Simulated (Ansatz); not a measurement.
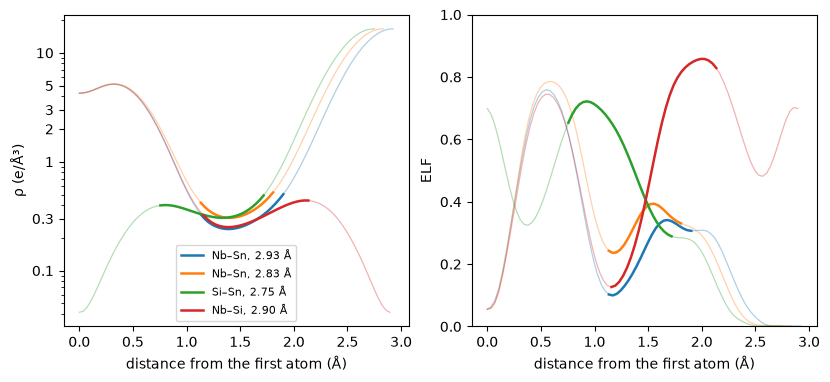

NbSiSn. Valence charge density (pseudo) and ELF along straight lines between neighbouring atoms. Thin, pale parts lie inside the atomic spheres.

Space group P4/nmm; built by placing these elements on a known structure type; the program warned that a starting moment wasn't kept; with non-collinear spins.

The calculation used DFT, PAW plane waves, PBE in Ansatz.

The density is the valence pseudo-density of a PAW calculation; it isn't the true density close to the nuclei.

**What can be read from the curves?**

Nb–Sn (2.93 Å): ρ at the midpoint is about 0.25 e/Å³; the ELF is about 0.25 at the midpoint; no shared electron pair shows on this line.
Nb–Sn (2.83 Å): ρ is about 0.31 e/Å³ halfway; the ELF is about 0.35 at the midpoint.
Si–Sn (2.75 Å): the density is about 0.31 e/Å³ at the midpoint; the ELF peaks at about 0.70 in the valence shell of Si, 0.9 Å from its nucleus, and is about 0.50 at the midpoint.
Nb–Si (2.90 Å): the density is about 0.25 e/Å³ at the midpoint; the ELF peaks at about 0.85 in the valence shell of Si, 0.9 Å from its nucleus, and is about 0.35 at the midpoint.
